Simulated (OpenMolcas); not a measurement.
# One shape, several levels: BH3N (SMILES [BH]N)

Wanted: a comparison of 6 runs (ROHF/STO-3G, U-r2SCAN/STO-3G, UM06-2X/STO-3G, UPBE0/STO-3G, USVWN5/STO-3G, ROCCSD(T)/STO-3G) of BH3N. 

Program for the calculation: OpenMolcas 26.06.

**1. The structure to begin with**

BH3N: 5 atoms, total charge 0, spin state doublet. As SMILES, `[BH]N`. The start is not the relaxed shape.

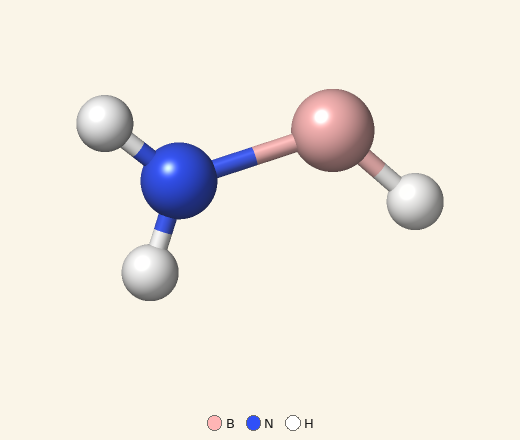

Viewed from a chosen angle; boron pink, nitrogen blue, hydrogen white.

**2. A single-point energy at ROHF/STO-3G (run 1)**

The input, step1.inp:

```
>>> EXPORT MOLCAS_PRINT=2

&GATEWAY
 BasLib = $CurrDir
 Coord
 5
 bohr
 B      1.74691574    -0.99759020     1.37499307
 N     -0.31881569     0.76235331    -0.39801412
 H      1.42745754    -3.16193133     1.72232474
 H     -1.90233060     0.06816242    -1.23416123
 H     -0.12683842     2.62494297    -0.75585266
 Basis = STO-3G
 Group = NoSym

&SEWARD

&SCF
 UHF
 Spin = 2
 Scramble = 0.25
 PrOrbitals = 1 1

&RASSCF
 FileOrb = $Project.UnaOrb
 Spin = 2
 Nactel = 1 0 0
 Inactive = 7
 Ras2 = 1
 OutOrbitals = Canonical
 OrbListing = Nothing
```

The basis set STO-3G is read from a file made from the Basis Set Exchange's data (not shown).

Launch:

```console
export MOLCAS_MEM=1860
pymolcas step1.inp > step1.log
```

The log of the run:

```text
--- Start Module: gateway ---

                                              &GATEWAY

                       available to each process: 1.9 GB of memory, 1 thread

 Basis Set     1 Label: B.STO-3G
 Basis set is read from library:.
 basistype.tbl is not found

 Basis Set     2 Label: N.STO-3G
 Basis set is read from library:.
 basistype.tbl is not found

 Basis Set     3 Label: H.STO-3G
 Basis set is read from library:.
 basistype.tbl is not found

++    Symmetry information:
      ---------------------

[... 206 lines left out ...]
       Convergence after  15 Iterations
[... 133 lines left out ...]
      Nuclear repulsion energy =   24.65672388
[... 88 lines left out ...]
      printout of CI-coefficients larger than  0.05 for root  1
[... 11 lines left out ...]
++    Final optimization conditions:
[... 46 lines left out ...]
      Dipole Moment (debye):
[... 14 lines left out ...]
++    Molecular charges:
      ------------------

      Mulliken spin population per centre
      ---------------------------

                B1      N2      H3      H4      H5
      Total    0.9524  0.0194  0.0198  0.0082  0.0002

      Total electronic spin=    1.000000
--

      Canonical orbitals are written to the RASORB file
      Natural orbitals for root   1 are written to the RASORB.1 file
      Spin density orbitals for root   1 are written to the SPDORB.1 file

--- Stop Module: rasscf /rc=_RC_ALL_IS_WELL_ ---
--- Module rasscf spent 1 second ---

.##################.
.# Happy landing! #.
.##################.

    Timing: Wall=4.64 User=3.50 System=1.03
```

Run time: 5.1 s. Hardware: 1 thread of AMD EPYC 7R43 (Zen 3), shared host; peak memory 0.37 GiB.

**3. The energy at U-r2SCAN/STO-3G (run 2)**

The input, run.inp:

```
* BH3N Kohn-Sham DFT

&GATEWAY
 BASLIB=$CurrDir
 COORD
 5
 bohr
 B      1.74691574    -0.99759020     1.37499307
 N     -0.31881569     0.76235331    -0.39801412
 H      1.42745754    -3.16193133     1.72232474
 H     -1.90233060     0.06816242    -1.23416123
 H     -0.12683842     2.62494297    -0.75585266
 BASIS=STO-3G
 GROUP=NoSym

&SEWARD
 GRIDINPUT
 Grid=UltraFine
 End of Grid

&SCF
 UHF
 SPIN=2
 KSDFT=2
 1.0 MGGA_X_R2SCAN
 1.0 MGGA_C_R2SCAN
 THRESHOLDS=1e-10 1e-07 1e-07 1e-05
 PRORBITALS=1 1
```

The basis set STO-3G is read from a file made from the Basis Set Exchange's data (not shown).

Launch:

```console
export MOLCAS_MEM=1860
pymolcas run.inp > run.log
```

The log of the run:

```text
--- Start Module: gateway ---

                                              &GATEWAY

                       available to each process: 1.9 GB of memory, 1 thread

 Basis Set     1 Label: B.STO-3G
 Basis set is read from library:.
 basistype.tbl is not found

 Basis Set     2 Label: N.STO-3G
 Basis set is read from library:.
 basistype.tbl is not found

 Basis Set     3 Label: H.STO-3G
 Basis set is read from library:.
 basistype.tbl is not found

++    Symmetry information:
      ---------------------

[... 203 lines left out ...]
++ Convergence information
[... 18 lines left out ...]
       Convergence after  13 Iterations
[... 4 lines left out ...]
 *                                                       Final Results                                                       *
[... 92 lines left out ...]
      Dipole Moment (debye):
[... 11 lines left out ...]
--- Stop Module: scf /rc=_RC_ALL_IS_WELL_ ---
--- Module scf spent 11 seconds ---

.##################.
.# Happy landing! #.
.##################.

    Timing: Wall=14.07 User=11.77 System=2.24
```

It took 15 s on 1 thread of AMD EPYC 7R43 (Zen 3), shared host; peak memory 0.37 GiB.

Run 3 isn't shown in full; the table further down has it.

**4. The energy at UPBE0/STO-3G (run 4)**

The input, run.inp:

```
>>> EXPORT MOLCAS_PRINT=2

&gateway
  baslib = $CurrDir
  coord
  5
  bohr
  B      1.74691574    -0.99759020     1.37499307
  N     -0.31881569     0.76235331    -0.39801412
  H      1.42745754    -3.16193133     1.72232474
  H     -1.90233060     0.06816242    -1.23416123
  H     -0.12683842     2.62494297    -0.75585266
  basis = STO-3G
  group = NoSym

&seward
  gridinput
  Grid=UltraFine
  End of Grid

&scf
  uhf
  spin = 2
  ksdft = PBE0
  thresholds = 1e-10 1e-07 1e-07 1e-05
  prorbitals = 1 1
```

The basis set STO-3G is read from a file made from the Basis Set Exchange's data (not shown).

Launch:

```console
export MOLCAS_MEM=1860
pymolcas run.inp > run.log
```

The log of the run:

```text
--- Start Module: gateway ---

                                              &GATEWAY

                       available to each process: 1.9 GB of memory, 1 thread

 Basis Set     1 Label: B.STO-3G
 Basis set is read from library:.
 basistype.tbl is not found

 Basis Set     2 Label: N.STO-3G
 Basis set is read from library:.
 basistype.tbl is not found

 Basis Set     3 Label: H.STO-3G
 Basis set is read from library:.
 basistype.tbl is not found

++    Symmetry information:
      ---------------------

[... 205 lines left out ...]
++ Convergence information
[... 19 lines left out ...]
       Convergence after  14 Iterations
[... 4 lines left out ...]
 *                                                       Final Results                                                       *
[... 92 lines left out ...]
      Dipole Moment (debye):
[... 11 lines left out ...]
--- Stop Module: scf /rc=_RC_ALL_IS_WELL_ ---
--- Module scf spent 9 seconds ---

.##################.
.# Happy landing! #.
.##################.

    Timing: Wall=11.84 User=9.27 System=2.51
```

It took 12 s on 1 thread of AMD EPYC 7R43 (Zen 3), shared host; peak memory 0.36 GiB.

Run 5 isn't shown in full; the table further down has it.

**5. A single-point energy at ROCCSD(T)/STO-3G (run 6)**

The input, run.inp:

```
* BH3N CCSD(T)

&GATEWAY
 BasLib = $CurrDir
 Coord
 5
 bohr
 B      1.74691574    -0.99759020     1.37499307
 N     -0.31881569     0.76235331    -0.39801412
 H      1.42745754    -3.16193133     1.72232474
 H     -1.90233060     0.06816242    -1.23416123
 H     -0.12683842     2.62494297    -0.75585266
 Basis = STO-3G
 Group = NoSym

&SEWARD

&SCF
 UHF
 Spin = 2
 Thresholds = 1e-10 1e-07 1e-07 1e-05
 PrOrbitals = 1 1

&RASSCF
 FileOrb = $Project.UnaOrb
 Spin = 2
 Nactel = 1 0 0
 Inactive = 7
 Ras2 = 1
 OutOrbitals = Canonical
 OrbListing = Nothing

&MOTRA
 JobIph
 Frozen = 2

&CCSDT
 CCT
 Triples = 3
 Iterations = 80
 Accuracy = 1e-08
 Extrapolation = 5 4
```

The basis set STO-3G is read from a file made from the Basis Set Exchange's data (not shown).

Launch:

```console
export MOLCAS_MEM=1860
pymolcas run.inp > run.log
```

The log of the run:

```text
--- Start Module: gateway ---

                                              &GATEWAY

                       available to each process: 1.9 GB of memory, 1 thread

 Basis Set     1 Label: B.STO-3G
 Basis set is read from library:.
 basistype.tbl is not found

 Basis Set     2 Label: N.STO-3G
 Basis set is read from library:.
 basistype.tbl is not found

 Basis Set     3 Label: H.STO-3G
 Basis set is read from library:.
 basistype.tbl is not found

++    Symmetry information:
      ---------------------

[... 284 lines left out ...]
      Title: Natural orbitals
[... 143 lines left out ...]
      printout of CI-coefficients larger than  0.05 for root  1
[... 25 lines left out ...]
      Final state energy(ies):
[... 90 lines left out ...]
      Nuclear repulsion energy =   24.65672388
[... 120 lines left out ...]
      Reference energy    :       -79.7304944464744
[... 78 lines left out ...]
  Work space requirements :                 6602
  Allocation of work space : Done
       CCSD     =       -79.8369916345253
       T3 corr. =        -0.0042771445137
       CCSD + T3=       -79.8412687790390
  T3 energy decomposition into spin parts
  Eaaa =  -1.9773463124999974E-007
  Eaab =  -2.0864613628635595E-003
  Eabb =  -2.1716498566570629E-003
  Ebbb =  -1.8835559512346321E-005

      Happy Landing!

--- Stop Module: ccsdt /rc=_RC_ALL_IS_WELL_ ---

.##################.
.# Happy landing! #.
.##################.

    Timing: Wall=5.66 User=3.87 System=1.32
```

It took 6.3 s on 1 thread of AMD EPYC 7R43 (Zen 3), shared host; peak memory 0.37 GiB.

**6. The series**

```csv
run,level,scramble,integration grid,SCF convergence threshold,energy (Eh),dipole moment (D),wall time
1,ROHF/STO-3G,0.25,–,–,-79.730494,0.24,5.1 s
2,U-r2SCAN/STO-3G,–,UltraFine,1e-10,-80.187253,1.22,15 s
3,UM06-2X/STO-3G,–,UltraFine,1e-10,-80.218694,0.91,14 s
4,UPBE0/STO-3G,–,UltraFine,1e-10,-80.130762,1.11,12 s
5,USVWN5/STO-3G,–,UltraFine,1e-10,-79.452949,1.53,9.6 s
6,ROCCSD(T)/STO-3G,–,–,1e-10,-79.841269,–,6.3 s
```

**7. Outcome**

| quantity | value |
| --- | --- |
| run 6: total energy | -79.84127 Eh |
| run 6: (T) correction | -4.28 mEh |

**Reading.** Among the runs that give it from their own density at one geometry, the dipole moment runs from 0.24 D (ROHF/STO-3G) to 1.53 D (USVWN5/STO-3G). Totals of different functionals can't be ranked against each other. All runs together took 62 s, the longest 15 s.
